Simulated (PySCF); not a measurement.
## Electronic structure of C4H8O4SSi in real space

```yaml
atoms:
  - { symbol: C, position_ang: [2.9480, -0.2560, -0.1239] }
  - { symbol: O, position_ang: [1.7219, 0.3200, -0.5650] }
  - { symbol: C, position_ang: [0.6335, -0.4391, -0.4800] }
  - { symbol: O, position_ang: [0.6433, -1.5868, -0.1061] }
  - { symbol: Si, position_ang: [-0.8994, 0.5637, -1.0657] }
  - { symbol: O, position_ang: [-0.6827, 2.1785, -0.7425] }
  - { symbol: C, position_ang: [-0.1934, 2.6668, 0.3779] }
  - { symbol: O, position_ang: [0.1344, 2.0261, 1.3268] }
  - { symbol: S, position_ang: [-2.6742, -0.0857, -0.1033] }
  - { symbol: C, position_ang: [-2.5830, -1.8951, -0.3572] }
  - { symbol: H, position_ang: [3.1355, -1.1897, -0.6577] }
  - { symbol: H, position_ang: [2.8957, -0.4617, 0.9464] }
  - { symbol: H, position_ang: [3.7232, 0.4751, -0.3356] }
  - { symbol: H, position_ang: [-0.9543, 0.6288, -2.5184] }
  - { symbol: H, position_ang: [-0.1212, 3.7658, 0.3186] }
  - { symbol: H, position_ang: [-1.6033, -2.2535, -0.0636] }
  - { symbol: H, position_ang: [-2.7821, -2.1199, -1.3992] }
  - { symbol: H, position_ang: [-3.3507, -2.3308, 0.2722] }
```

Geometry: GFN2-xTB.

Method: PBE0/pcSseg-1, SCF density, gas phase, non-relativistic in PySCF 2.14.0.

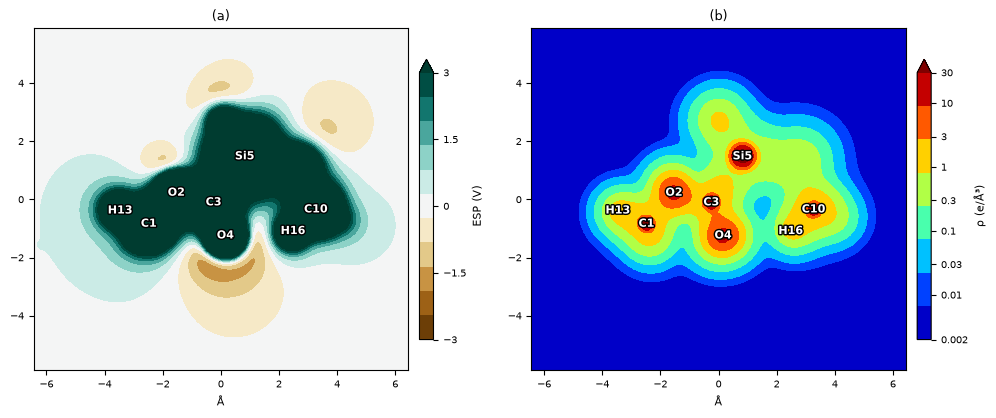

Figure 1. (a) molecular electrostatic potential; (b) electron density on the plane of atoms O2, C3 and O4.

### Interpret the plot.

Atoms in the plane: C, O, Si and H.
C–O (1.21 Å): the density is about 3.3 e/Å³ at the midpoint.
C–Si (1.92 Å): ρ is about 0.94 e/Å³ halfway.
C–H (1.08 Å): ρ at the midpoint is about 2.1 e/Å³.
C–O (1.33 Å): ρ is about 2.5 e/Å³ halfway.
Outside the dense part of the molecule the potential is most negative (−1.7 V) near O4.

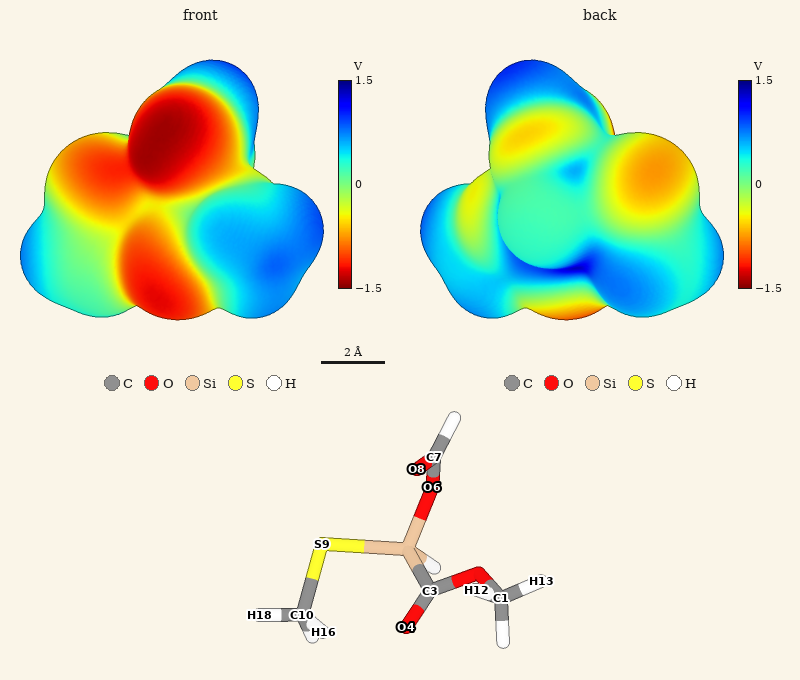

Figure 2. The electrostatic potential painted on the density surface at 0.001 e/bohr³, seen from the front and from behind; the colour scale runs from red (negative) to blue (positive). The bare structure is drawn below in the same view.

### Which sites attract a positive test charge, and which a negative one?

A positive charge is drawn to the negative regions and a negative charge to the positive ones. The most negative region (about −1.4 V) lies over O8, the most positive (about +1.2 V) over Si5. O8 is the likeliest acceptor of a hydrogen bond.

### What dipole moment does the calculation give?

Its dipole moment is 2.36 D.
